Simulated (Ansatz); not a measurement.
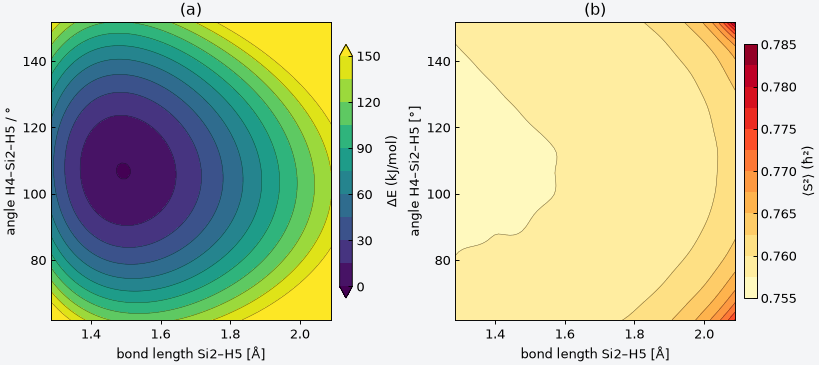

H₃MgSi, SMILES [MgH][SiH2], spin multiplicity 2. 
- Coordinates scanned: (1) bond length Si2–H5; (2) angle H4–Si2–H5.
- Nothing is relaxed (all other coordinates rigid).
- The scan uses a 15 × 15 grid.
- Points are written as (first, second).
- All energies are given in kJ/mol relative to the lowest grid point.
- Method: Ansatz 0.2.0, UKS PBE0-D4/def2-TZVP.

Panel (a) is the energy and panel (b) the computed ⟨S²⟩ on the same grid.

Drawn: filled contours, one colour for all values above the top of the scale. Between grid points the surface is interpolated.

Q: How does the ⟨S²⟩ vary over the map, and what is it at the lowest grid point?

A: Leaving out the highest fifth of the energies, it runs from 0.76 ħ² at (1.284 Å, 100.4°) to 0.76 ħ² at (2.090 Å, 100.4°). At the lowest grid point, (1.514 Å, 106.8°), it is 0.76 ħ².

| angle H4–Si2–H5 ↓, bond length Si2–H5 → | 1.284 | 1.341 | 1.399 | 1.457 | 1.514 | 1.572 | 1.629 | 1.687 | 1.744 | 1.802 | 1.860 | 1.917 | 1.975 | 2.032 | 2.090 |
| --- | --- | --- | --- | --- | --- | --- | --- | --- | --- | --- | --- | --- | --- | --- | --- |
| 151.8 | 0.76 | 0.76 | 0.76 | 0.76 | 0.76 | 0.76 | 0.76 | 0.76 | 0.76 | 0.76 | 0.76 | 0.76 | 0.76 | 0.77 | 0.78 |
| 145.4 | 0.76 | 0.76 | 0.76 | 0.76 | 0.76 | 0.76 | 0.76 | 0.76 | 0.76 | 0.76 | 0.76 | 0.76 | 0.76 | 0.76 | 0.77 |
| 139.0 | 0.76 | 0.76 | 0.76 | 0.76 | 0.76 | 0.76 | 0.76 | 0.76 | 0.76 | 0.76 | 0.76 | 0.76 | 0.76 | 0.76 | 0.76 |
| 132.6 | 0.76 | 0.76 | 0.76 | 0.76 | 0.76 | 0.76 | 0.76 | 0.76 | 0.76 | 0.76 | 0.76 | 0.76 | 0.76 | 0.76 | 0.76 |
| 126.1 | 0.76 | 0.76 | 0.76 | 0.76 | 0.76 | 0.76 | 0.76 | 0.76 | 0.76 | 0.76 | 0.76 | 0.76 | 0.76 | 0.76 | 0.76 |
| 119.7 | 0.76 | 0.76 | 0.76 | 0.76 | 0.76 | 0.76 | 0.76 | 0.76 | 0.76 | 0.76 | 0.76 | 0.76 | 0.76 | 0.76 | 0.76 |
| 113.3 | 0.76 | 0.76 | 0.76 | 0.76 | 0.76 | 0.76 | 0.76 | 0.76 | 0.76 | 0.76 | 0.76 | 0.76 | 0.76 | 0.76 | 0.76 |
| 106.8 | 0.76 | 0.76 | 0.76 | 0.76 | 0.76 | 0.76 | 0.76 | 0.76 | 0.76 | 0.76 | 0.76 | 0.76 | 0.76 | 0.76 | 0.76 |
| 100.4 | 0.76 | 0.76 | 0.76 | 0.76 | 0.76 | 0.76 | 0.76 | 0.76 | 0.76 | 0.76 | 0.76 | 0.76 | 0.76 | 0.76 | 0.76 |
| 94.0 | 0.76 | 0.76 | 0.76 | 0.76 | 0.76 | 0.76 | 0.76 | 0.76 | 0.76 | 0.76 | 0.76 | 0.76 | 0.76 | 0.76 | 0.76 |
| 87.6 | 0.76 | 0.76 | 0.76 | 0.76 | 0.76 | 0.76 | 0.76 | 0.76 | 0.76 | 0.76 | 0.76 | 0.76 | 0.76 | 0.76 | 0.76 |
| 81.1 | 0.76 | 0.76 | 0.76 | 0.76 | 0.76 | 0.76 | 0.76 | 0.76 | 0.76 | 0.76 | 0.76 | 0.76 | 0.76 | 0.76 | 0.76 |
| 74.7 | 0.76 | 0.76 | 0.76 | 0.76 | 0.76 | 0.76 | 0.76 | 0.76 | 0.76 | 0.76 | 0.76 | 0.76 | 0.76 | 0.76 | 0.77 |
| 68.3 | 0.76 | 0.76 | 0.76 | 0.76 | 0.76 | 0.76 | 0.76 | 0.76 | 0.76 | 0.76 | 0.76 | 0.76 | 0.76 | 0.77 | 0.77 |
| 61.8 | 0.76 | 0.76 | 0.76 | 0.76 | 0.76 | 0.76 | 0.76 | 0.76 | 0.76 | 0.76 | 0.76 | 0.76 | 0.77 | 0.77 | 0.78 |
